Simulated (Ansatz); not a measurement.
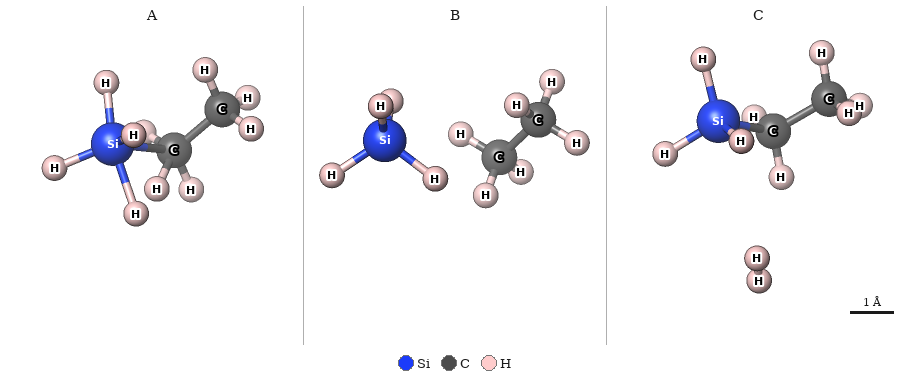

Three geometries of C2H10Si: a saddle point and the two relaxed ends that it joins, in shuffled order. Style: ball-and-stick. Shown at a tilt. Sticks join atoms that are closer than about 1.2 times the sum of their covalent radii (a little more with hydrogen).

Stationary points at PBE0-D4/def2-TZVP, single-point energies with CCSD(T)/CBS, CCSD(T), wB97M-V, SPW92 (LDA) (def2-TZVPP where no basis is named; Ansatz 0.2.0). The energies are electronic, without zero-point or thermal terms, and both ends are the relaxed geometries reached downhill from the saddle, with any fragments still in contact. CCSD(T)/CBS stands for a frozen-core estimate: MP2 correlation extrapolated from def2-TZVPP and def2-QZVPP, CCSD(T) minus MP2 from the smaller set.

Question: Which frame is the transition state, what reaction does it lead through, and what barrier is to be expected?

Answer: Frame A is the saddle point. Counted by bonded pieces, C holds C₂H₈Si + H₂ and B holds C₂H₆ + SiH₄. From C over the saddle to B, bonds form: H–Si (3.41 → 1.72 → 1.48 Å), C–H (3.84 → 1.36 → 1.09 Å). Bonds break: C–Si (1.88 → 2.18 → 4.10 Å), H–H (0.75 → 1.14 → 2.88 Å). The saddle has one imaginary mode, 1576i cm⁻¹. The end B keeps a soft imaginary mode of 47i cm⁻¹, so it isn't quite a minimum. With CCSD(T)/CBS the barrier is 3.16 eV from C and 3.49 eV from B, and B lies 0.33 eV below C.

```csv
level,barrier from C (eV),barrier from B (eV),B less C (eV)
CCSD(T)/CBS,3.16,3.49,−0.33
CCSD(T),3.18,3.55,−0.37
wB97M-V,3.11,3.45,−0.34
SPW92 (LDA),2.39,2.69,−0.31
```

Against CCSD(T)/CBS, CCSD(T) comes closest on the barrier from C (+0.03 eV) and SPW92 (LDA) misses most (−0.77 eV).

Limits of the set-up: the start holds two separate molecules, 2.8 Å apart at their closest, whose relative position is a soft coordinate.
